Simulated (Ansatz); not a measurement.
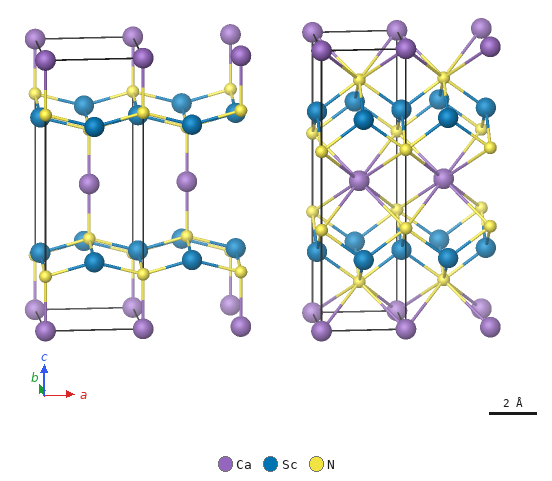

Two geometries of crystalline CaSc₂N₂ (built on the KNi2S2 type) (coarse preliminary run), drawn at one scale. One is the start of a relaxation, the other its converged end. A ball-and-stick model of the conventional cell (2 times the calculation's cell), repeated 2 × 1 × 1 with one cell outlined, seen from a free direction. Lengths and directions refer to the drawn axes.

Method: DFT PBE, scalar-relativistic, plane waves, PAW in Ansatz 0.2.0. Settings: plane-wave cutoff 420 eV; k-point mesh 6 × 6 × 6; occupations gaussian; smearing width 0.1 eV; no spin polarisation; cell and atoms relaxed; force threshold 0.04 eV/Å; at most 70 steps.

Which of the two is the end point?

The left one is the relaxed one. Case: KNi2S2 type (I4/mmm, No. 139). The largest moves relative to the cell, 1.87 Å, are those of N atoms. Sc and Ca stay in place. The volume changes by +29.3 %, with a = b 3.618 → 4.187 Å (+15.7 %), c 12.243 → 11.822 Å (−3.4 %). Near-neighbour distances that change, for instance: Ca–N 4.408 → 2.386 Å, Ca–N 3.079 → 4.604 Å, Sc–Sc 2.558 → 2.961 Å, N–Sc 2.255 → 2.170 Å. New bonds form, among them: Ca–N (4.41 → 2.39 Å). Among the angles between lasting bonds that change: N–Sc–N 106.7° → 149.5°, Sc–N–Sc 106.7° → 149.5°, Sc–N–Sc 69.1° → 86.0°. The space group stays I4/mmm (No. 139). The energy falls by 694 meV per atom in 15 accepted moves (17 points after the start). Largest force component: 1.1 eV/Å at the start, 0.011 eV/Å at the end. Pressure: 0.28 GPa at the start and 0.03 GPa at the end. The SCF was repeated twice at an unchanged geometry on a basis and grid sized afresh for the cell, which shifted the energy by 30.7 meV per atom at most.
